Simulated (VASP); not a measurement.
Band structure of Zr (hcp). Computed with PBE GGA with spin-orbit coupling, VASP's PBE PAW potentials (set 64) (plane waves; VASP).

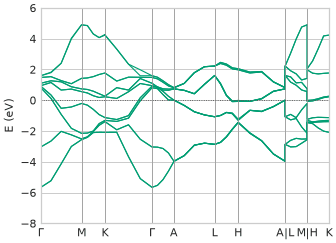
Fig. 1. Bands along high-symmetry lines, zero at the valence-band maximum or, without a gap, the Fermi level

Q: Read the plot: is there a gap, and where are the band edges?

A: It has no gap at this level: it comes out as a metal or semimetal.

The compound is Zr in the hcp structure. It was relaxed first.
